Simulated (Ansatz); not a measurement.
**Redistribution: C2H5BrSi + SiH2(CH3)(NH2) → C2H7NSi + SiH2(CH3)Br**

Species: C2H5BrSi `C=C[SiH2]Br`, singlet; SiH2(CH3)(NH2), singlet; C2H7NSi `C=C[SiH2]N`, singlet; SiH2(CH3)Br, singlet. The partners trade Br for NH2; both sit on Si, so the bond types are kept.

Shapes, held fixed at every level: PBE0-D4/def2-TZVP. Flexible molecules stand in one conformer, not always the lowest. Programs: Ansatz 0.2.0. The zero-point and thermal change to 298 K, harmonic and unscaled (PBE0-D4/def2-TZVP), is 0.0 kJ/mol.

```
              level                    kind  ΔH(298 K) (kJ/mol)  less CCSD(T)/def2-TZVPP
        HF/def2-SVP            Hartree–Fock                -5.1                     -1.5
      HF/def2-TZVPP            Hartree–Fock                -3.5                     +0.1
   SPW92/def2-TZVPP                     LDA                -5.5                     -1.9
B3LYP-D4/def2-TZVPP           global hybrid                -4.0                     -0.4
 wB97X-V/def2-TZVPP  range-separated hybrid                -4.5                     -0.9
       MP2/def2-SVP     perturbation theory                -4.8                     -1.2
 CCSD(T)/def2-TZVPP   coupled cluster or CI                -3.6                      0.0
```

The highest level, CCSD(T)/def2-TZVPP, gives ΔH(298 K) = -3.6 kJ/mol; the levels span -5.5 to -3.5. That is about zero within the method's error. The column of differences is taken from that level and isn't an error. No measured value is set beside it here. Relativity is left out for Br unless named. Correlated rows may include outer-core shells of Br, which these sets cover unevenly.

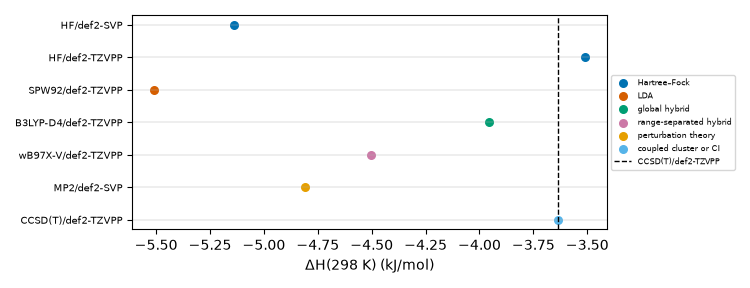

The values of the table, level by level.
